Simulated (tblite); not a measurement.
# Geometry relaxation, with input and output: C2H7Cl3P2Si2 (part 1 of 4)

The run: geometry relaxation of C2H7Cl3P2Si2, SMILES ClCC(Cl)(Cl)[SiH]1P[SiH2]P1. Method and program: GFN2-xTB geometry optimisation, gas phase (tblite 0.8.0).

It belongs to a series of runs on one base structure; here: CH2 inserted into a Cl-C bond.

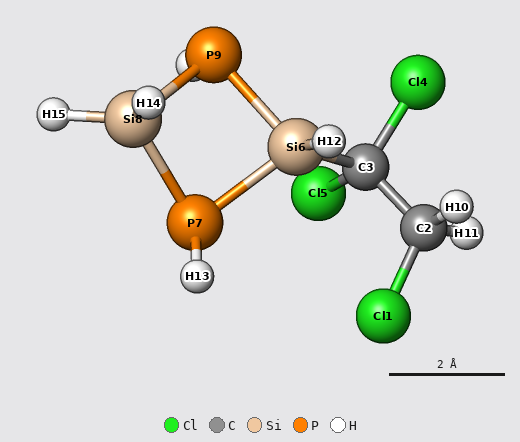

**Figure 1.** The starting structure (ball-and-stick view, seen at a tilt; atoms are numbered from 1 in the order of the input). Bond lengths as drawn: C–C 1.53 Å, C–Cl 1.75 to 1.79 Å, C–H 1.11 to 1.13 Å, C–Si 1.85 Å, H–P 1.45 Å, H–Si 1.45 to 1.47 Å and P–Si 2.22 to 2.23 Å.

### Input file
```
{"job": {"kind": "relax", "xc": "GFN2-xTB", "basis": "xTB"}, "charge": 0, "multiplicity": 1}
Cl    -2.242900     1.534800    -1.245800
C     -2.649100     0.373600     0.000800
C     -1.561300    -0.666600     0.265200
Cl    -2.167300    -1.740200     1.558500
Cl    -1.326900    -1.701900    -1.155100
Si     0.030900     0.107100     0.798500
P      1.380000     0.741000    -0.844300
Si     3.023800     0.173300     0.556300
P      1.618100    -1.380500     1.280700
H     -2.841800     0.950600     0.954200
H     -3.593900    -0.164700    -0.216000
H     -0.097300     1.202800     1.760900
H      1.427400     2.176700    -1.012300
H      3.240600     1.187700     1.597800
H      4.223600    -0.339600    -0.083000
H      1.528200    -2.445200     0.307300
```

The first line tells a small driver script what to run in tblite; the rest is the geometry in Å.

Launched with:
```bash
OMP_NUM_THREADS=1 python <driver script> task.json out
```

### Output
```
step      E/eV     max force
  0    -815.45773    2.159
  1    -815.68421    1.510
  2    -815.85701    0.887
  3    -815.93065    0.820
  4    -816.03550    0.729
  5    -816.06531    0.678
  6    -816.10484    0.415
  7    -816.12536    0.440
  8    -816.14417    0.321
  9    -816.15649    0.277
 10    -816.16348    0.168
 11    -816.16854    0.163
 12    -816.17267    0.141
 13    -816.17636    0.150
 14    -816.18041    0.145
 15    -816.18424    0.174
 16    -816.18766    0.179
 17    -816.19077    0.156
 18    -816.19389    0.145
 19    -816.19718    0.186
 20    -816.20031    0.164
 21    -816.20322    0.163
 22    -816.20637    0.203
 23    -816.20955    0.201
 24    -816.21191    0.131
 25    -816.21350    0.130
 26    -816.21497    0.131
 27    -816.21671    0.129
 28    -816.21879    0.169
 29    -816.22094    0.163
 30    -816.22290    0.121
 31    -816.22456    0.097
 32    -816.22589    0.080
 33    -816.22695    0.079
 34    -816.22793    0.097
 35    -816.22910    0.130
 36    -816.23066    0.161
 37    -816.23240    0.156
 38    -816.23399    0.111
 39    -816.23549    0.116
 40    -816.23724    0.105
 41    -816.23943    0.136
 42    -816.24188    0.134
 43    -816.24400    0.118
 44    -816.24558    0.096
 45    -816.24687    0.100
 46    -816.24809    0.081
 47    -816.24926    0.093
 48    -816.25042    0.097
 49    -816.25150    0.086
 50    -816.25228    0.111
 51    -816.25310    0.067
 52    -816.25379    0.052
 53    -816.25449    0.092
 54    -816.25545    0.124
 55    -816.25672    0.118
 56    -816.25812    0.100
 57    -816.25959    0.103
 58    -816.26098    0.110
 59    -816.26225    0.109
 60    -816.26325    0.065
 61    -816.26389    0.053
 62    -816.26433    0.046
 63    -816.26475    0.055
 64    -816.26521    0.047
 65    -816.26572    0.048
 66    -816.26607    0.044
 67    -816.26635    0.036
 68    -816.26673    0.054
 69    -816.26729    0.077
 70    -816.26811    0.086
 71    -816.26899    0.068
 72    -816.26958    0.043
 73    -816.26996    0.043
 74    -816.27034    0.051
 75    -816.27085    0.075
 76    -816.27159    0.082
 77    -816.27243    0.080
 78    -816.27313    0.057
 79    -816.27356    0.049
 80    -816.27385    0.044
 81    -816.27418    0.042
 82    -816.27454    0.043
 83    -816.27483    0.053
 84    -816.27509    0.057
 85    -816.27536    0.047
 86    -816.27570    0.038
 87    -816.27611    0.044
 88    -816.27649    0.036
 89    -816.27673    0.035
 90    -816.27690    0.031
 91    -816.27706    0.027
 92    -816.27727    0.037
 93    -816.27752    0.039
 94    -816.27773    0.031
 95    -816.27783    0.021
 96    -816.27789    0.020
 97    -816.27793    0.019
 98    -816.27802    0.019
 99    -816.27809    0.025
100    -816.27819    0.026
101    -816.27825    0.016
102    -816.27829    0.014
103    -816.27831    0.014
104    -816.27834    0.013
105    -816.27838    0.017
106    -816.27841    0.014
107    -816.27844    0.009
```

### Trajectory as extended XYZ (Å, eV, eV/Å), 51 of the 108 frames kept, from step=0 to step=107
```
16
Properties=species:S:1:pos:R:3:forces:R:3 step=0 energy=-815.45773
Cl   -2.2429    1.5348   -1.2458    0.2030  -0.1810  -0.0370
C    -2.6491    0.3736    0.0008   -0.7340  -0.4810   1.4080
C    -1.5613   -0.6666    0.2652   -1.4730   0.0640  -0.4540
Cl   -2.1673   -1.7402    1.5585    0.0320   0.1970   0.1410
Cl   -1.3269   -1.7019   -1.1551    0.1250   0.2050  -0.1290
Si    0.0309    0.1071    0.7985    1.4850   0.6440  -0.2000
P     1.3800    0.7410   -0.8443    0.2280   1.2680  -1.2930
Si    3.0238    0.1733    0.5563   -0.0890   0.3480  -0.4430
P     1.6181   -1.3805    1.2807   -0.0930  -1.8050   1.1810
H    -2.8418    0.9506    0.9542    0.3430  -0.5060  -0.8270
H    -3.5939   -0.1647   -0.2160    0.3300   0.4090  -0.3150
H    -0.0973    1.2028    1.7609   -0.2780  -0.2280   0.3010
H     1.4274    2.1767   -1.0123   -0.1940  -0.9190   0.3240
H     3.2406    1.1877    1.5978    0.0370  -0.2390   0.0200
H     4.2236   -0.3396   -0.0830    0.0410   0.0330  -0.0240
H     1.5282   -2.4452    0.3073    0.0370   1.1920   0.3470
16
Properties=species:S:1:pos:R:3:forces:R:3 step=2 energy=-815.85701
Cl   -2.2349    1.5223   -1.2422    0.0830  -0.3100   0.2190
C    -2.6756    0.3557    0.0400    0.0970  -0.0440  -0.5160
C    -1.5997   -0.6595    0.2555    0.4890   0.0500   0.2290
Cl   -2.1661   -1.7321    1.5660    0.0570   0.1070   0.1240
Cl   -1.3230   -1.6915   -1.1619   -0.0250   0.2260  -0.0820
Si    0.0822    0.1242    0.7816    0.2180  -0.1440  -0.3800
P     1.3918    0.7858   -0.9010    0.1690  -0.4700  -0.6200
Si    3.0126    0.1818    0.5373   -0.3840  -0.2440  -0.1530
P     1.6180   -1.4471    1.3367    0.1190   0.0530   0.8770
H    -2.8296    0.9354    0.9319   -0.0260   0.1840   0.4470
H    -3.5893   -0.1490   -0.2314   -0.4870   0.0180  -0.2920
H    -0.1100    1.1927    1.7758   -0.1530  -0.2690   0.1270
H     1.4186    2.1451   -0.9969   -0.1120   0.4550   0.2670
H     3.2424    1.1764    1.5984    0.0060  -0.2170  -0.0680
H     4.2257   -0.3376   -0.0844   -0.0280   0.0770  -0.0120
H     1.5291   -2.3937    0.3182   -0.0240   0.5290  -0.1680
16
Properties=species:S:1:pos:R:3:forces:R:3 step=4 energy=-816.03550
Cl   -2.2217    1.4929   -1.2263    0.1410  -0.0280  -0.0310
C    -2.6890    0.3435    0.0388    0.1120   0.1300  -0.1170
C    -1.5926   -0.6533    0.2637    0.4020  -0.0310   0.1230
Cl   -2.1596   -1.7180    1.5799    0.1590   0.0770   0.0480
Cl   -1.3219   -1.6675   -1.1720   -0.0220   0.1310   0.0000
Si    0.1330    0.1263    0.7463   -0.2580  -0.2390   0.0330
P     1.4112    0.7807   -0.9862   -0.0170  -0.3620  -0.1410
Si    2.9798    0.1679    0.5158   -0.0530  -0.4000   0.1970
P     1.6255   -1.4844    1.4356    0.0110   0.7220  -0.1030
H    -2.8231    0.9336    0.9427   -0.1400  -0.0600   0.1080
H    -3.6189   -0.1361   -0.2625   -0.0900   0.0290  -0.0170
H    -0.1291    1.1627    1.7921    0.0210  -0.3750  -0.2070
H     1.4041    2.1568   -0.9648   -0.0510   0.1800   0.2580
H     3.2432    1.1513    1.5916   -0.0740  -0.2100  -0.2250
H     4.2232   -0.3300   -0.0857   -0.1500   0.0770   0.0240
H     1.5283   -2.3174    0.3146    0.0080   0.3610   0.0490
16
Properties=species:S:1:pos:R:3:forces:R:3 step=6 energy=-816.10484
Cl   -2.2072    1.4814   -1.2235    0.1570   0.0870  -0.0950
C    -2.6867    0.3443    0.0345    0.0520  -0.0410   0.1950
C    -1.5730   -0.6520    0.2719   -0.2830   0.0230  -0.1020
Cl   -2.1463   -1.7080    1.5883    0.1770   0.0270   0.0520
Cl   -1.3223   -1.6507   -1.1758    0.0220   0.0300  -0.0030
Si    0.1384    0.1139    0.7342   -0.0660  -0.0210  -0.1020
P     1.4165    0.7619   -1.0237   -0.0930   0.1760   0.2200
Si    2.9646    0.1391    0.5187    0.0290  -0.1000  -0.0120
P     1.6279   -1.4554    1.4640   -0.0970   0.2910  -0.2220
H    -2.8296    0.9281    0.9514   -0.0970  -0.1410  -0.1270
H    -3.6314   -0.1286   -0.2740    0.2940   0.0760   0.1020
H    -0.1349    1.1279    1.7853    0.0270  -0.2170  -0.1230
H     1.3957    2.1659   -0.9367   -0.0150  -0.3810   0.1640
H     3.2386    1.1290    1.5750   -0.0780  -0.0920  -0.1380
H     4.2133   -0.3231   -0.0850   -0.0580  -0.0260  -0.0140
H     1.5288   -2.2647    0.3188    0.0300   0.3100   0.2060
16
Properties=species:S:1:pos:R:3:forces:R:3 step=9 energy=-816.15649
Cl   -2.1800    1.4798   -1.2267    0.0920   0.0210   0.0750
C    -2.6782    0.3450    0.0401    0.0170   0.0720  -0.0860
C    -1.5791   -0.6513    0.2697   -0.0220  -0.0570  -0.0460
Cl   -2.1177   -1.6990    1.6011    0.1010  -0.0350   0.0480
Cl   -1.3216   -1.6367   -1.1805   -0.0300  -0.0790  -0.0610
Si    0.1308    0.1040    0.7087   -0.1110   0.1020  -0.1490
P     1.4114    0.7578   -1.0276   -0.0230  -0.0530   0.1010
Si    2.9568    0.1139    0.5136    0.0340   0.2040  -0.1850
P     1.6175   -1.4086    1.4731   -0.1230  -0.1090   0.1830
H    -2.8445    0.9149    0.9520   -0.0060   0.0680   0.0530
H    -3.6152   -0.1183   -0.2743    0.0400  -0.0540  -0.0380
H    -0.1373    1.0826    1.7709   -0.0240   0.0340   0.0710
H     1.3877    2.1397   -0.8972   -0.0130  -0.0730   0.1360
H     3.2271    1.1058    1.5503   -0.0280   0.1000   0.0230
H     4.2027   -0.3232   -0.0881    0.0880  -0.1320  -0.1030
H     1.5320   -2.1974    0.3384    0.0060  -0.0080  -0.0210
16
Properties=species:S:1:pos:R:3:forces:R:3 step=11 energy=-816.16854
Cl   -2.1664    1.4813   -1.2232    0.0790   0.0290   0.0790
C    -2.6757    0.3488    0.0389   -0.0050   0.0190  -0.0400
C    -1.5844   -0.6543    0.2654    0.1090  -0.0270   0.0000
Cl   -2.1033   -1.6987    1.6074    0.0710  -0.0170  -0.0040
Cl   -1.3234   -1.6382   -1.1856   -0.0680  -0.0800  -0.0430
Si    0.1229    0.1080    0.6937   -0.0770   0.0050   0.0820
P     1.4085    0.7552   -1.0232   -0.0030  -0.1240  -0.1060
Si    2.9572    0.1194    0.5012    0.0240   0.0170   0.0170
P     1.6070   -1.4029    1.4856   -0.0360   0.0730   0.0200
H    -2.8484    0.9146    0.9535    0.0270   0.0540   0.0170
H    -3.6071   -0.1184   -0.2768   -0.0690  -0.0420  -0.0870
H    -0.1397    1.0725    1.7715   -0.0390   0.0540   0.0420
H     1.3847    2.1265   -0.8775   -0.0150   0.0970   0.1270
H     3.2222    1.1061    1.5448   -0.0070   0.1140  -0.0020
H     4.2050   -0.3318   -0.0955    0.0140  -0.0960  -0.0770
H     1.5332   -2.1791    0.3434   -0.0070  -0.0740  -0.0260
16
Properties=species:S:1:pos:R:3:forces:R:3 step=13 energy=-816.17636
Cl   -2.1517    1.4854   -1.2156    0.0640   0.0330   0.0540
C    -2.6742    0.3514    0.0364   -0.0240  -0.0920   0.0510
C    -1.5833   -0.6581    0.2615   -0.0170   0.0090  -0.0170
Cl   -2.0886   -1.7002    1.6108    0.0460  -0.0020  -0.0350
Cl   -1.3296   -1.6455   -1.1916   -0.0760  -0.0390   0.0090
Si    0.1130    0.1116    0.6900    0.0850  -0.0070   0.1230
P     1.4054    0.7474   -1.0249   -0.0190   0.0620  -0.1030
Si    2.9603    0.1250    0.4944    0.0250  -0.0930   0.1030
P     1.5973   -1.3943    1.4923    0.0490   0.0770  -0.1090
H    -2.8490    0.9178    0.9545    0.0380  -0.0330  -0.0730
H    -3.6045   -0.1211   -0.2838   -0.0130   0.0370  -0.0670
H    -0.1439    1.0708    1.7747   -0.0560   0.0580   0.0160
H     1.3820    2.1219   -0.8563   -0.0110  -0.0130   0.0710
H     3.2185    1.1152    1.5410    0.0070   0.0760  -0.0590
H     4.2071   -0.3447   -0.1057   -0.0830  -0.0430  -0.0160
H     1.5336   -2.1736    0.3460   -0.0160  -0.0310   0.0550
16
Properties=species:S:1:pos:R:3:forces:R:3 step=15 energy=-816.18424
Cl   -2.1312    1.4918   -1.2025    0.0300   0.0060   0.0390
C    -2.6738    0.3481    0.0353    0.0160  -0.0650   0.0040
C    -1.5819   -0.6621    0.2565   -0.0480   0.0010  -0.0100
Cl   -2.0695   -1.7022    1.6120    0.0110  -0.0130  -0.0190
Cl   -1.3424   -1.6563   -1.1972   -0.0560   0.0080   0.0480
Si    0.1082    0.1158    0.6937    0.1120   0.0420  -0.0140
P     1.4009    0.7432   -1.0333   -0.0020   0.1570   0.0760
Si    2.9650    0.1250    0.4937   -0.0300  -0.0550   0.0250
P     1.5911   -1.3809    1.4932    0.1160  -0.0420  -0.0430
H    -2.8469    0.9189    0.9510    0.0040  -0.0950  -0.0600
H    -3.6034   -0.1213   -0.2967    0.0340   0.0820  -0.0340
H    -0.1529    1.0742    1.7798   -0.0570   0.0400  -0.0150
H     1.3783    2.1167   -0.8283   -0.0030  -0.0730   0.0050
H     3.2152    1.1313    1.5321    0.0200   0.0160  -0.1120
H     4.2032   -0.3622   -0.1180   -0.1190  -0.0080   0.0340
H     1.5325   -2.1711    0.3523   -0.0260   0.0000   0.0750
16
Properties=species:S:1:pos:R:3:forces:R:3 step=17 energy=-816.19077
Cl   -2.1119    1.4967   -1.1886    0.0150  -0.0010   0.0120
C    -2.6724    0.3417    0.0337    0.0590   0.0420  -0.0680
C    -1.5810   -0.6653    0.2527    0.0530  -0.0200   0.0210
Cl   -2.0530   -1.7046    1.6121   -0.0180  -0.0290   0.0190
Cl   -1.3569   -1.6642   -1.1989   -0.0150   0.0070   0.0280
Si    0.1115    0.1214    0.6956   -0.0220   0.0260  -0.0690
P     1.3981    0.7485   -1.0374    0.0300   0.0330   0.1490
Si    2.9655    0.1206    0.4945   -0.0660   0.0460  -0.0710
P     1.5946   -1.3726    1.4942    0.0670  -0.0830   0.1000
H    -2.8451    0.9132    0.9453   -0.0380  -0.0800   0.0440
H    -3.6019   -0.1157   -0.3110    0.0260   0.0470  -0.0290
H    -0.1648    1.0786    1.7827   -0.0350   0.0040  -0.0530
H     1.3746    2.1103   -0.8037    0.0040   0.0640  -0.0090
H     3.2140    1.1448    1.5164    0.0280  -0.0100  -0.1120
H     4.1915   -0.3770   -0.1258   -0.0630  -0.0150   0.0260
H     1.5296   -2.1677    0.3618   -0.0250  -0.0330   0.0110
16
Properties=species:S:1:pos:R:3:forces:R:3 step=19 energy=-816.19718
Cl   -2.0904    1.5020   -1.1740    0.0280   0.0280  -0.0250
C    -2.6666    0.3378    0.0287    0.0430   0.0710  -0.0170
C    -1.5772   -0.6699    0.2502    0.0620  -0.0210   0.0220
Cl   -2.0376   -1.7089    1.6137   -0.0360  -0.0140   0.0310
Cl   -1.3724   -1.6714   -1.1986    0.0410  -0.0220  -0.0190
Si    0.1142    0.1280    0.6935   -0.0850  -0.0840   0.0330
P     1.3974    0.7571   -1.0316    0.0160  -0.0490   0.0310
Si    2.9608    0.1186    0.4905   -0.0410   0.0530  -0.0630
P     1.6027   -1.3695    1.5024   -0.0600  -0.0140   0.1080
H    -2.8463    0.9004    0.9424   -0.0470  -0.0390   0.1000
H    -3.5977   -0.1058   -0.3281    0.0350  -0.0050  -0.0380
H    -0.1799    1.0827    1.7808   -0.0130  -0.0170  -0.0770
H     1.3711    2.1092   -0.7790    0.0120   0.1860  -0.0040
H     3.2152    1.1576    1.4909    0.0420   0.0120  -0.0590
H     4.1743   -0.3931   -0.1317    0.0160  -0.0300  -0.0130
H     1.5248   -2.1658    0.3733   -0.0130  -0.0540  -0.0120
16
Properties=species:S:1:pos:R:3:forces:R:3 step=21 energy=-816.20322
Cl   -2.0678    1.5102   -1.1618    0.0350   0.0360  -0.0090
C    -2.6579    0.3381    0.0235   -0.0090   0.0040   0.0760
C    -1.5718   -0.6760    0.2485   -0.0530  -0.0140  -0.0110
Cl   -2.0257   -1.7144    1.6168   -0.0510   0.0210   0.0080
Cl   -1.3845   -1.6809   -1.1990    0.0770  -0.0270  -0.0290
Si    0.1114    0.1283    0.6950   -0.0040  -0.1380   0.0870
P     1.3965    0.7654   -1.0210   -0.0690   0.0680  -0.1010
Si    2.9545    0.1204    0.4830    0.0240  -0.0340   0.0160
P     1.6063   -1.3677    1.5144   -0.1140   0.0350   0.0000
H    -2.8508    0.8846    0.9458   -0.0160  -0.0120   0.0550
H    -3.5890   -0.0964   -0.3467    0.0700  -0.0230  -0.0370
H    -0.1953    1.0871    1.7732   -0.0090  -0.0090  -0.0550
H     1.3691    2.1193   -0.7568    0.0180   0.0980  -0.0200
H     3.2198    1.1722    1.4620    0.0570   0.0340   0.0010
H     4.1584   -0.4113   -0.1382    0.0410  -0.0270  -0.0300
H     1.5191   -2.1701    0.3848    0.0020  -0.0100   0.0500
```
